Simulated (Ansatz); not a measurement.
# NaB in C2/c, a phase reached by a soft mode: following an unstable mode, part 2 of 3

Which phase does NaB in C2/c, a phase reached by a soft mode fall into along its unstable mode, and how much energy does it gain?

Ansatz 0.2.0; DFT PBEsol, scalar-relativistic, plane waves, PAW; PAW set soft_1.

So far. Step 4 (The mode frozen in, largest atomic shift 0.32 Å): The run ends at a pressure of -0.43 GPa, with forces up to 0.48 eV/Å. Step 5 (Energy along the mode, all amplitudes (two of the runs …): The lowest of the steps tried is at 0.32 Å, 12.8 meV/atom below the parent; the bottom of the well need not coincide with a step.

## Step 6: Relaxation from the frozen mode

Starting from the lowest point found, all atoms and the cell are let go, so that strain and other modes of the same symmetry can join in.

Contents of input.yaml:

```yaml
crystal:
  lattice:
    - [5.0833884246, -3.9986896434, 3.03444e-05]
    - [5.0833884246, 3.9986896434, 3.03444e-05]
    - [-1.0386942166, 0.0, 3.1073769773]
  atoms:
    - { symbol: Na, position: [0.5235326013, 0.8007827274, 0.1683312011] }
    - { symbol: Na, position: [0.8208202002, 0.4195895979, 0.6311897798] }
    - { symbol: Na, position: [0.1791797998, 0.5804104021, 0.3688102202] }
    - { symbol: Na, position: [0.4764673987, 0.1992172726, 0.8316687989] }
    - { symbol: B, position: [0.11481778, 0.0493310006, 0.7047844694] }
    - { symbol: B, position: [0.107109703, 0.0680364654, 0.2114924548] }
    - { symbol: B, position: [0.892890297, 0.9319635346, 0.7885075452] }
    - { symbol: B, position: [0.88518222, 0.9506689994, 0.2952155306] }
kpoints:
  mp_grid: { grid: [6, 6, 12] }
hamiltonian:
  xc: pbesol
  pseudopotentials: { kind: paw, azcp: { folder: soft_1 }, xc_functional: pbe }
scf:
  occupations: { method: methfessel_paxton, width: 0.2 }
output:
  forces: true
  stress: true
  eigenvalues: true
relax:
  adjacent_minimum: "off"
  f_tol: 0.002
  max_steps: 120
  cell: { stress_tol: 0.03 }
```

The run is started by

```
> ansatz run input.yaml --threads 4 --pin off --max-ram 10240MiB --backend cpu --events-out ev --progress --plain --runs-dir out
```

Numbers of over 12 decimals in the logs are rounded to 6 here.

Log:

```text
[...]
Crystal: 8 atoms, lattice volume = 126.327 Å³
Basis set: ecut = 420 eV, 2489 PW (Γ), exchange–correlation on 90×90×48 points (8 copies of the dense FFT grid, shifted against one another)
Bands: 32, of which v1, the nominal top of the filled ones, is band 24 counted from 1 (23 counted from 0)
Symmetry: 2 space group operations
[...]
k-points: 220 of 432
[...]
SCF iter   1: F=—  HF=-6513.227114 eV  |F-HF|=—  |Δ(HF+E_count)|=         —  Δρ=4.05e-2  dr2=2.61e0  ethr=3.10e-3  ⟨swp⟩=6.0  Hψ=29402  notcnv=0
[...]
SCF iter   9: F=-6512.406939 eV  HF=-6512.406939 eV  |F-HF|=4.96e-8  |Δ(HF+E_count)|=   1.15e-7  S|Δr|=    0.00e0  Δρ=7.30e-6  dr2=7.56e-8  ethr=2.08e-10  ⟨swp⟩=12.0  Hψ=36537  notcnv=0
SCF 1 converged in 9 iterations: F = -6512.406939 eV  dr2 = 7.56e-8
[...]
relax step   1: F+E_penalty+E_count = -6512.40693916 eV  Δ(F+E_penalty+E_count) = +0.000e0 eV  max|allowed force component| = 4.507e-1 eV/Å  Δτ_max = 0.0000 Å  P = -0.429 GPa  Ω = 126.327 Å³  (9 SCF iters, dr2 threshold 1.00e-7 eV, accepted)
Crystal: 8 atoms, lattice volume = 130.744 Å³
Basis set: ecut = 420 eV, 2581 PW (Γ), exchange–correlation on 90×90×48 points (8 copies of the dense FFT grid, shifted against one another)
[...]
iter 1 solved again at ethr=7.06e-5 eV; its pass at ethr=3.10e-3 eV (dr2=3.39e-2 eV) is discarded
[...]
SCF iter   7: F=-6512.542024 eV  HF=-6512.542024 eV  |F-HF|=1.91e-7  |Δ(HF+E_count)|=   6.65e-7  S|Δr|=    0.00e0  Δρ=1.04e-5  dr2=3.36e-7  ethr=1.67e-9  ⟨swp⟩=6.6  Hψ=29227  notcnv=0
SCF 2 converged in 7 iterations: F = -6512.542024 eV  dr2 = 3.36e-7
[...]
relax step   2: F+E_penalty+E_count = -6512.54202356 eV  Δ(F+E_penalty+E_count) = -1.351e-1 eV  max|allowed force component| = 3.719e-1 eV/Å  Δτ_max = 0.1356 Å  P = -0.398 GPa  Ω = 130.744 Å³  energy of the carried Pulay correction = -1.280e-3 eV  (7 SCF iters, dr2 threshold 8.00e-7 eV, accepted)
Crystal: 8 atoms, lattice volume = 133.653 Å³
Basis set: ecut = 420 eV, 2623 PW (Γ), exchange–correlation on 90×90×48 points (8 copies of the dense FFT grid, shifted against one another)
[...]
SCF iter   8: F=-6512.750730 eV  HF=-6512.750730 eV  |F-HF|=1.18e-7  |Δ(HF+E_count)|=   5.91e-7  S|Δr|=    0.00e0  Δρ=7.52e-6  dr2=1.94e-7  ethr=1.67e-9  ⟨swp⟩=7.2  Hψ=29955  notcnv=0
SCF 3 converged in 8 iterations: F = -6512.750730 eV  dr2 = 1.94e-7
relax step   3: F+E_penalty+E_count = -6512.75073010 eV  Δ(F+E_penalty+E_count) = -2.087e-1 eV  max|allowed force component| = 2.126e-1 eV/Å  Δτ_max = 0.1102 Å  P = +0.859 GPa  Ω = 133.653 Å³  energy of the carried Pulay correction = -2.099e-3 eV  (8 SCF iters, dr2 threshold 8.00e-7 eV, accepted)
[... from here on, the SCF cycles and remarks between the steps are left out ...]
relax step   4: F+E_penalty+E_count = -6512.92075667 eV  Δ(F+E_penalty+E_count) = -1.700e-1 eV  max|allowed force component| = 2.906e-1 eV/Å  Δτ_max = 0.1098 Å  P = +0.773 GPa  Ω = 137.335 Å³  energy of the carried Pulay correction = -3.110e-3 eV  (8 SCF iters, dr2 threshold 8.00e-7 eV, accepted)
relax step   5: F+E_penalty+E_count = -6513.05227997 eV  Δ(F+E_penalty+E_count) = -1.315e-1 eV  max|allowed force component| = 2.215e-1 eV/Å  Δτ_max = 0.1074 Å  P = +0.359 GPa  Ω = 139.749 Å³  energy of the carried Pulay correction = -3.758e-3 eV  (8 SCF iters, dr2 threshold 8.00e-7 eV, accepted)
relax step   6: F+E_penalty+E_count = -6513.10044885 eV  Δ(F+E_penalty+E_count) = -4.817e-2 eV  max|allowed force component| = 7.881e-2 eV/Å  Δτ_max = 0.1301 Å  P = +0.015 GPa  Ω = 140.366 Å³  energy of the carried Pulay correction = -3.922e-3 eV  (7 SCF iters, dr2 threshold 8.00e-7 eV, accepted)
relax step   7: F+E_penalty+E_count = -6512.92934642 eV  Δ(F+E_penalty+E_count) = +1.711e-1 eV  max|allowed force component| = 3.210e-1 eV/Å  Δτ_max = 0.1951 Å  P = +0.734 GPa  Ω = 133.801 Å³  energy of the carried Pulay correction = -2.140e-3 eV  (7 SCF iters, dr2 threshold 8.00e-7 eV, rejected (line search))
relax step   8: F+E_penalty+E_count = -6513.10076641 eV  Δ(F+E_penalty+E_count) = -3.176e-4 eV  max|allowed force component| = 1.862e-1 eV/Å  Δτ_max = 0.0975 Å  P = -0.097 GPa  Ω = 139.392 Å³  energy of the carried Pulay correction = -3.663e-3 eV  (12 SCF iters, accepted)
relax step   9: F+E_penalty+E_count = -6513.11034119 eV  Δ(F+E_penalty+E_count) = -9.575e-3 eV  max|allowed force component| = 3.689e-2 eV/Å  Δτ_max = 0.0863 Å  P = +0.068 GPa  Ω = 139.714 Å³  energy of the carried Pulay correction = -3.749e-3 eV  (6 SCF iters, dr2 threshold 8.00e-7 eV, accepted)
relax step  10: F+E_penalty+E_count = -6513.11194665 eV  Δ(F+E_penalty+E_count) = -1.605e-3 eV  max|allowed force component| = 2.000e-2 eV/Å  Δτ_max = 0.0305 Å  P = -0.106 GPa  Ω = 140.175 Å³  energy of the carried Pulay correction = -3.871e-3 eV  (7 SCF iters, dr2 threshold 1.46e-7 eV, accepted)
relax step  11: F+E_penalty+E_count = -6513.11044291 eV  Δ(F+E_penalty+E_count) = +1.504e-3 eV  max|allowed force component| = 4.496e-2 eV/Å  Δτ_max = 0.0439 Å  P = -0.027 GPa  Ω = 140.243 Å³  energy of the carried Pulay correction = -3.889e-3 eV  (7 SCF iters, dr2 threshold 4.83e-8 eV, rejected (line search))
relax step  12: F+E_penalty+E_count = -6513.11263392 eV  Δ(F+E_penalty+E_count) = -6.873e-4 eV  max|allowed force component| = 6.086e-3 eV/Å  Δτ_max = 0.0114 Å  P = +0.010 GPa  Ω = 140.020 Å³  energy of the carried Pulay correction = -3.830e-3 eV  (11 SCF iters, accepted)
relax step  13: F+E_penalty+E_count = -6513.11266240 eV  Δ(F+E_penalty+E_count) = -2.848e-5 eV  max|allowed force component| = 8.587e-3 eV/Å  Δτ_max = 0.0059 Å  P = +0.002 GPa  Ω = 140.052 Å³  energy of the carried Pulay correction = -3.838e-3 eV  (7 SCF iters, dr2 threshold 2.32e-9 eV, accepted)
relax step  14: F+E_penalty+E_count = -6513.11266585 eV  Δ(F+E_penalty+E_count) = -3.444e-6 eV  max|allowed force component| = 1.059e-2 eV/Å  Δτ_max = 0.0160 Å  P = +0.016 GPa  Ω = 139.993 Å³  energy of the carried Pulay correction = -3.823e-3 eV  (8 SCF iters, dr2 threshold 4.61e-9 eV, rejected (line search))
relax step  15: F+E_penalty+E_count = -6513.11272016 eV  Δ(F+E_penalty+E_count) = -5.775e-5 eV  max|allowed force component| = 3.800e-3 eV/Å  Δτ_max = 0.0078 Å  P = +0.001 GPa  Ω = 140.071 Å³  energy of the carried Pulay correction = -3.843e-3 eV  (10 SCF iters, accepted)
[...]
relax step  19: F+E_penalty+E_count = -6513.18672793 eV  Δ(F+E_penalty+E_count) = -7.942e-3 eV  max|allowed force component| = 1.015e-2 eV/Å  Δτ_max = 0.0125 Å  P = +0.351 GPa  Ω = 140.905 Å³  energy of the carried Pulay correction = -2.318e-4 eV  (5 SCF iters, dr2 threshold 8.00e-7 eV, accepted)
relax step  20: F+E_penalty+E_count = -6513.19585045 eV  Δ(F+E_penalty+E_count) = -9.123e-3 eV  max|allowed force component| = 2.637e-3 eV/Å  Δτ_max = 0.0238 Å  P = +0.263 GPa  Ω = 141.815 Å³  energy of the carried Pulay correction = -4.817e-4 eV  (5 SCF iters, dr2 threshold 8.00e-7 eV, accepted)
relax step  21: F+E_penalty+E_count = -6513.20389893 eV  Δ(F+E_penalty+E_count) = -8.048e-3 eV  max|allowed force component| = 6.660e-3 eV/Å  Δτ_max = 0.0380 Å  P = +0.072 GPa  Ω = 143.155 Å³  energy of the carried Pulay correction = -8.805e-4 eV  (6 SCF iters, dr2 threshold 8.00e-7 eV, accepted)
relax step  22: F+E_penalty+E_count = -6513.20586371 eV  Δ(F+E_penalty+E_count) = -1.965e-3 eV  max|allowed force component| = 1.002e-2 eV/Å  Δτ_max = 0.0355 Å  P = +0.106 GPa  Ω = 143.746 Å³  energy of the carried Pulay correction = -1.052e-3 eV  (5 SCF iters, dr2 threshold 1.96e-7 eV, accepted)
relax step  23: F+E_penalty+E_count = -6513.20623702 eV  Δ(F+E_penalty+E_count) = -3.733e-4 eV  max|allowed force component| = 5.459e-3 eV/Å  Δτ_max = 0.0179 Å  P = +0.007 GPa  Ω = 143.897 Å³  energy of the carried Pulay correction = -1.109e-3 eV  (5 SCF iters, dr2 threshold 2.94e-7 eV, accepted)
relax step  24: F+E_penalty+E_count = -6513.20628017 eV  Δ(F+E_penalty+E_count) = -4.315e-5 eV  max|allowed force component| = 1.092e-3 eV/Å  Δτ_max = 0.0099 Å  P = +0.002 GPa  Ω = 143.922 Å³  energy of the carried Pulay correction = -1.117e-3 eV  (6 SCF iters, dr2 threshold 1.86e-9 eV, accepted)
relax step  25: F+E_penalty+E_count = -6513.20625470 eV  Δ(F+E_penalty+E_count) = +2.547e-5 eV  max|allowed force component| = 5.562e-3 eV/Å  Δτ_max = 0.0148 Å  P = -0.013 GPa  Ω = 143.934 Å³  energy of the carried Pulay correction = -1.120e-3 eV  (9 SCF iters, rejected (line search))
relax step  26: F+E_penalty+E_count = -6513.20628203 eV  Δ(F+E_penalty+E_count) = -1.859e-6 eV  max|allowed force component| = 3.365e-3 eV/Å  Δτ_max = 0.0072 Å  P = +0.007 GPa  Ω = 143.915 Å³  energy of the carried Pulay correction = -1.115e-3 eV  (10 SCF iters, rejected (line search))
relax step  27: F+E_penalty+E_count = -6513.20629417 eV  Δ(F+E_penalty+E_count) = -1.400e-5 eV  max|allowed force component| = 7.172e-4 eV/Å  Δτ_max = 0.0035 Å  P = +0.002 GPa  Ω = 143.907 Å³  energy of the carried Pulay correction = -1.112e-3 eV  (9 SCF iters, accepted)
relax step  28: F+E_penalty+E_count = -6513.20628331 eV  Δ(F+E_penalty+E_count) = +1.086e-5 eV  max|allowed force component| = 1.870e-3 eV/Å  Δτ_max = 0.0099 Å  P = -0.005 GPa  Ω = 143.949 Å³  energy of the carried Pulay correction = -1.126e-3 eV  (8 SCF iters, accepted)
relax step  29: F+E_penalty+E_count = -6513.20629063 eV  Δ(F+E_penalty+E_count) = -7.315e-6 eV  max|allowed force component| = 1.140e-3 eV/Å  Δτ_max = 0.0022 Å  P = -0.003 GPa  Ω = 143.938 Å³  energy of the carried Pulay correction = -1.122e-3 eV  (8 SCF iters, accepted)
relax step  30: F+E_penalty+E_count = -6513.20865229 eV  Δ(F+E_penalty+E_count) = -2.362e-3 eV  max|allowed force component| = 1.140e-3 eV/Å  Δτ_max = 0.0000 Å  P = +0.006 GPa  Ω = 143.938 Å³  stress off target by 3.86e-2 GPa  SCF on the basis re-selected at this cell (its energy is not comparable with the rows above)  (7 SCF iters)
relax step  31: F+E_penalty+E_count = -6513.20872813 eV  Δ(F+E_penalty+E_count) = -7.585e-5 eV  max|allowed force component| = 2.478e-3 eV/Å  Δτ_max = 0.0040 Å  P = +0.033 GPa  Ω = 143.962 Å³  energy of the carried Pulay correction = -3.832e-6 eV  (6 SCF iters, dr2 threshold 3.72e-9 eV, accepted)
relax step  32: F+E_penalty+E_count = -6513.20874431 eV  Δ(F+E_penalty+E_count) = -1.618e-5 eV  max|allowed force component| = 1.906e-3 eV/Å  Δτ_max = 0.0077 Å  P = +0.020 GPa  Ω = 143.995 Å³  energy of the carried Pulay correction = -1.311e-5 eV  (5 SCF iters, dr2 threshold 1.89e-8 eV, accepted)
relax step  33: F+E_penalty+E_count = -6513.15555915 eV  Δ(F+E_penalty+E_count) = +5.319e-2 eV  max|allowed force component| = 2.853e-1 eV/Å  Δτ_max = 0.0127 Å  P = -2.010 GPa  Ω = 147.109 Å³  energy of the carried Pulay correction = -1.031e-3 eV  (9 SCF iters, dr2 threshold 6.86e-9 eV, rejected (line search))
relax step  34: F+E_penalty+E_count = -6513.20874602 eV  Δ(F+E_penalty+E_count) = -1.712e-6 eV  max|allowed force component| = 2.370e-4 eV/Å  Δτ_max = 0.0018 Å  P = +0.000 GPa  Ω = 144.035 Å³  energy of the carried Pulay correction = -2.499e-5 eV  (11 SCF iters, accepted)
[...]
SCF iter   5: F=-6513.208786 eV  HF=-6513.208786 eV  |F-HF|=4.55e-12  |Δ(HF+E_count)|=  1.00e-11  S|Δr|=    0.00e0  Δρ=3.69e-8  dr2=4.64e-12  ethr=1.00e-12  ⟨swp⟩=5.7  Hψ=26253  notcnv=0
SCF 35 converged in 5 iterations: F = -6513.208786 eV  dr2 = 4.64e-12
relax step  35: F+E_penalty+E_count = -6513.20878601 eV  Δ(F+E_penalty+E_count) = -3.999e-5 eV  max|allowed force component| = 2.952e-4 eV/Å  Δτ_max = 0.0000 Å  P = +0.000 GPa  Ω = 144.035 Å³  stress off target by 5.73e-3 GPa  SCF on the basis re-selected at this cell (its energy is not comparable with the rows above)  (5 SCF iters)
[...]
SCF converged after 5 iterations
[...]
Free energy (F): -6513.208786 eV
[...]
Internal energy: -6513.212275 eV  (E = F + TS)
E sigma→0 (E₀):  -6513.209658 eV
Entropy (-TS):   0.003489 eV (0.436 meV/atom)
Fermi energy:    4.218661 eV
[...]
--- Forces (eV/Å), atoms counted from 1 ---
  atom   1  Na    -0.00003730     0.00004136     0.00003589
  atom   2  Na     0.00007214    -0.00004044    -0.00014896
  atom   3  Na    -0.00007214     0.00004044     0.00014896
  atom   4  Na     0.00003730    -0.00004136    -0.00003589
  atom   5  B     -0.00005890     0.00006918     0.00029524
  atom   6  B     -0.00019818     0.00003012     0.00012674
  atom   7  B      0.00019818    -0.00003012    -0.00012674
  atom   8  B      0.00005890    -0.00006918    -0.00029524
  max |Σ_I F_I| component: 5.42e-20 eV/Å
--- Stress (GPa, compression-positive) ---
        0.003829      -0.001051      -0.003270
       -0.001051      -0.000269       0.002080
       -0.003270       0.002080      -0.002673
  P = ⅓ Tr σ = 0.0003 GPa (0.003 kbar)
--- Band table (eV; the first three rows and the last of 220) ---
  k-point 0: bands = [... 20 lower, -1.2859, -1.1135, 1.8150, 2.9070, 4.8155, 6.3131, 6.9341, 7.4742, ... 4 higher]
  k-point 1: bands = [... 20 lower, -0.9719, -0.5294, 1.9302, 2.9397, 4.9738, 6.1998, 7.2791, 7.3565, ... 4 higher]
  k-point 2: bands = [... 20 lower, -0.5613, -0.1091, 2.2742, 3.0697, 5.3830, 6.1960, 7.1620, 7.7904, ... 4 higher]
  k-point 219: bands = [... 20 lower, 1.8611, 1.8629, 2.4081, 2.4151, 5.3353, 5.4875, 6.1452, 6.2754, ... 4 higher]
--- Relaxed structure (32 steps of the walk, 25 accepted, 3 SCFs on fresh bases) ---
  F+E_penalty+E_count = -6513.20878601 eV   max|allowed force component| = 2.952e-4 eV/Å   (the final SCF, on the basis selected at the relaxed cell)
  cell:  # Å, volume = 144.0350 Å³
    - [5.559430, -3.323658, -0.382307]
    - [6.650028, 4.710104, 0.699506]
    - [-1.150455, 0.278692, 3.007466]
  atoms:
    - { symbol: Na, position: [0.601281, 0.797470, 0.249839] }
    - { symbol: Na, position: [0.825003, 0.349976, 0.750497] }
    - { symbol: Na, position: [0.174997, 0.650024, 0.249503] }
    - { symbol: Na, position: [0.398719, 0.202530, 0.750161] }
    - { symbol: B, position: [0.137209, -0.00367521, 0.734479] }
    - { symbol: B, position: [0.133556, 0.0036602, 0.234490] }
    - { symbol: B, position: [0.866444, 0.996340, 0.765510] }
    - { symbol: B, position: [0.862791, 1.003675, 0.265521] }
```

Wall time 7.9 min (4 threads of Arm Neoverse V2, shared host); peak memory 0.99 GiB; 31 min of CPU time.

Step by step (22 of 35):

```csv
step,energy less that of the first step (eV),largest force component (eV/Å),pressure (GPa),volume (Å³)
1,0.0000,0.4507,-0.43,126.33
3,-0.3438,0.2126,0.86,133.65
4,-0.5138,0.2906,0.77,137.34
6,-0.6935,0.0788,0.01,140.37
7,-0.5224,0.3210,0.73,133.80
9,-0.7034,0.0369,0.07,139.71
11,-0.7035,0.0450,-0.03,140.24
12,-0.7057,0.0061,0.01,140.02
14,-0.7057,0.0106,0.02,139.99
16,-0.7057,0.0095,0.01,140.07
17,-0.7058,0.0018,0.00,140.04
19,-0.7798,0.0102,0.35,140.90
20,-0.7889,0.0026,0.26,141.82
22,-0.7989,0.0100,0.11,143.75
24,-0.7993,0.0011,0.00,143.92
25,-0.7993,0.0056,-0.01,143.93
27,-0.7994,0.0007,0.00,143.91
29,-0.7994,0.0011,0.00,143.94
30*,-0.8017,0.0011,0.01,143.94
32,-0.8018,0.0019,0.02,143.99
33,-0.7486,0.2853,-2.01,147.11
35*,-0.8018,0.0003,0.00,144.04
```

Relaxation steps marked * repeat the geometry before them on a plane-wave basis chosen anew for their cell, so energy and pressure can jump there. Other such steps can lie between the rows shown. Relaxation steps 7, 11, 14, 16, 25, 26, 33 were tried and not accepted.

The run keeps the 2 symmetry operations that it works with, so distortions that break them were not tested.

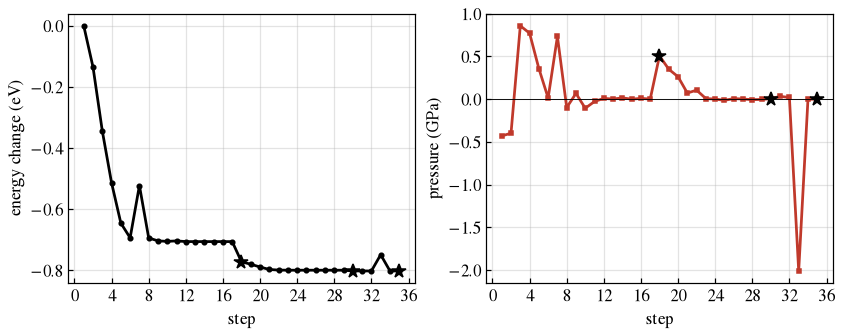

Energy and pressure along the relaxation. Stars mark steps on a basis chosen anew.

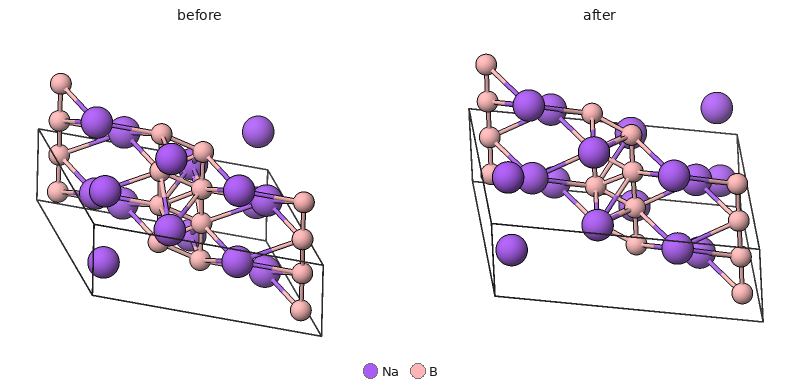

Before and after, at one scale. Bonds to atoms that aren't drawn are left out.

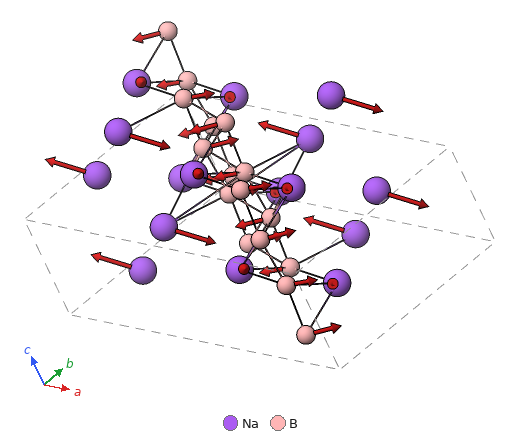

Displacements in the relaxation, exaggerated, measured against the changing cell; the longest in the cell stands for 0.72 Å. Bonds to atoms that aren't drawn are left out. 1×1×2 conventional cells are drawn.

```csv
cell as run,before,after,change
a (Å),6.468,6.488,+0.3 %
b (Å),6.468,8.179,+26.5 %
c (Å),3.276,3.232,-1.4 %
α (°),104.43,99.22,-5.0 %
β (°),104.43,113.83,+9.0 %
γ (°),76.38,66.63,-12.8 %
volume (Å³/atom),15.79,18.00,+14.0 %
```

The atoms that moved most (Å, as changes of fractional coordinates times the final cell):

```csv
atom,dx,dy,dz,length
Na3,0.577,0.309,-0.309,0.723
Na2,-0.577,-0.309,0.309,0.723
B6,-0.308,-0.385,0.014,0.493
B7,0.308,0.385,-0.014,0.493
Na1,0.316,-0.251,0.213,0.457
Na4,-0.316,0.251,-0.213,0.457
B8,0.262,0.316,-0.044,0.413
B5,-0.262,-0.316,0.044,0.413
```

This step gave:

```yaml
pressure: 2.96e-4 GPa
volume_per_atom: 18.00 Å³
```

The distorted start has space group P-1; the relaxation ends in C2/c.

(Part 2 of 3 ends here.)

[Logs are printed without paths, hosts, clocks, repeated set-up lines and the standing remarks that a program may print on its own settings, such as how far it seeks lower states.]

[Hosts, paths, dates, database ids (printed as entryN), source tags and the programs' standing remarks are cut or masked in the printed files.]
